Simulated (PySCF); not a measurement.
Al₂Br₆, singlet, PBE0/def2-SVP optimised geometry. Atoms within 1.6 Å of the plane z = 0.0 Å (x, y, z in Å): Al2 (-0.71, -1.15, 0.00), Br3 (-1.53, 1.15, 0.00), Br7 (1.53, -1.15, 0.00), Br8 (-1.89, -2.37, 1.47).

Method: PBE0/def2-TZVP run with PySCF. Cells within 0.4 Å of a nucleus heavier than hydrogen are left out (blank, or x).

Map of the log10 of the electron density (e/bohr³), floored at −4 on the plane z = 0.0 Å:

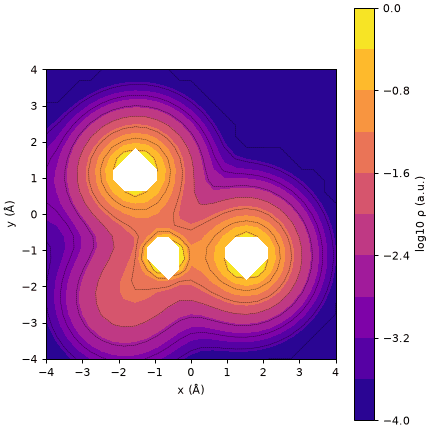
Figure: Log10 of the electron density (e/bohr³), floored at −4 on the plane z = 0.0 Å.
